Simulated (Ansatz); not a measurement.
System: CdW₃.

Calculation (Ansatz 0.2.0): a formula put on the sites of a structure type, uncorrected energy per atom over the elements' standard states (H N O F Cl as gases), plane-wave PAW DFT, cell and atoms relaxed at 0 K and 0 GPa, spin start parallel or as listed, metals to 4 meV/atom. Level: PBE, no spin polarisation.

| setting | value |
| --- | --- |
| wave cutoff | 420 eV |

The names give the starting types; a cell can relax into another structure.

What does the calculation give for the formation energy of each starting structure type? The cases: Cu3Au (L1_2); Ni3Sn (D0_19); Cu3Pd type.

The same space group, volume and energy are reached by Cu3Au (L1_2) and Cu3Pd type (No. 221). The lowest is Ni3Sn (D0_19), at 0.512 eV/atom; the next, Cu3Au (L1_2), is 0.081 eV/atom higher. In rising order: Ni3Sn (D0_19) (0.512), Cu3Au (L1_2) (0.593), Cu3Pd type (0.593), in eV/atom. The volume per atom, in Å³, is 16.68 for Cu3Au (L1_2), 17.14 for Ni3Sn (D0_19) and 16.68 for Cu3Pd type. The final space group number is 221 for Cu3Au (L1_2), 194 for Ni3Sn (D0_19) and 221 for Cu3Pd type.

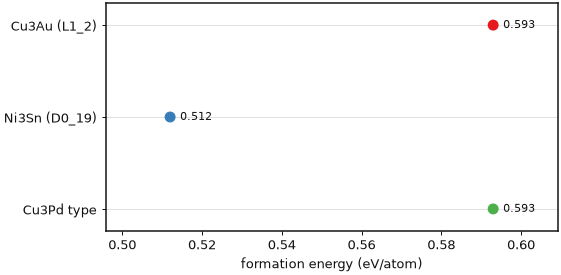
